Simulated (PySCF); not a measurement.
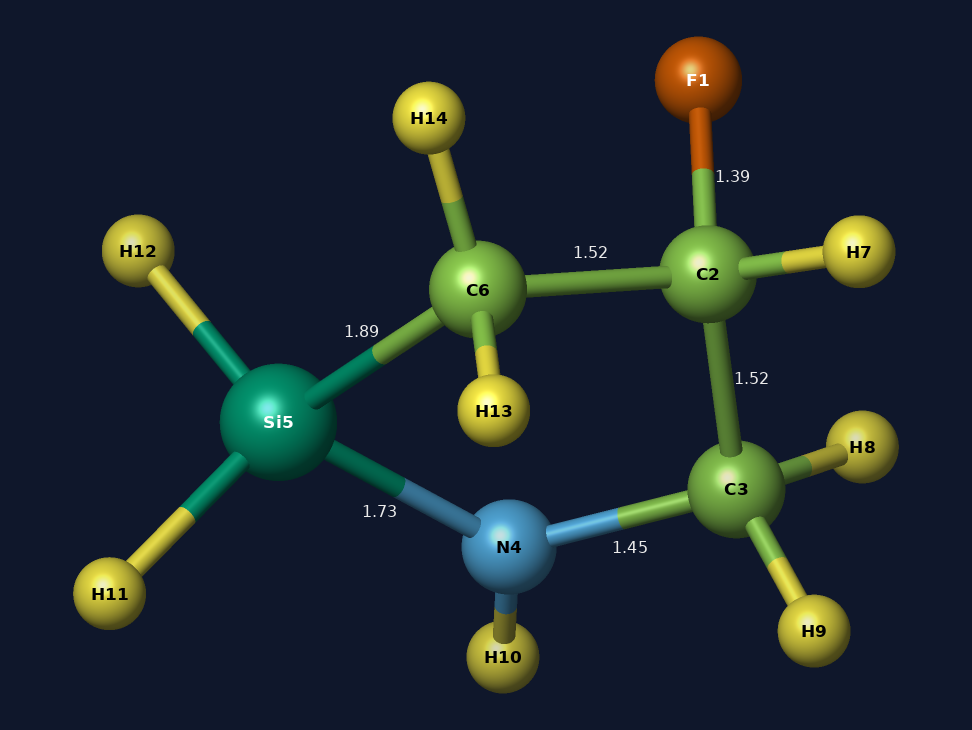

Bond lengths are marked in Å; every bond is drawn as one stick. The computed structure is the end point of a PBE0-D3(BJ)/def2-SVP optimisation. No frequency run is at hand to confirm it as a minimum.

Q: Which of the marked bonds are single, double, triple or aromatic?

A: F1–C2 single; C2–C3 single; C2–C6 single; C3–N4 single; N4–Si5 single; Si5–C6 single.

Q: Give the structure as SMILES.

A: F[C@@H]1CN[SiH2]C1
